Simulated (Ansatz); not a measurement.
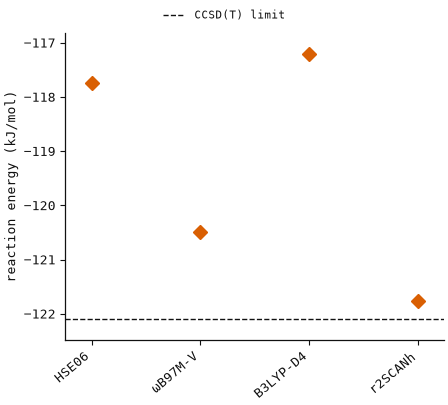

Electronic reaction energy of BSiH₄OF (B[SiH](O)F) + HBr (Br) → BH₂Br (BBr) + SiH₃OF (O[SiH2]F) (SMILES in brackets) at several levels (functionals in def2-TZVPP unless a basis is named), isolated molecules at PBE0-D4 triple-zeta geometries, minima by their frequencies, no zero-point or thermal terms, the Ansatz code 0.2.0. The line is frozen-core CCSD(T) at the basis limit (MP2 extrapolated from triple and quadruple zeta, plus CCSD(T) less MP2 in a smaller set). No dispersion term is added to HSE06 and r2SCANh.

What range do the values span, the line included?

Answer. From −122.1 kJ/mol (CCSD(T) limit) to −117.2 kJ/mol (B3LYP-D4).

Give the values.

Answer.
```csv
level,kJ/mol,less CCSD(T) limit
HSE06,−117.7,4.4
ωB97M-V,−120.5,1.6
B3LYP-D4,−117.2,4.9
r2SCANh,−121.8,0.3
CCSD(T) limit,−122.1,0.0
```

Known limits of this run: no scalar relativity up to krypton; outer-core shells are correlated without core-valence functions, which makes the correlated values less sure.
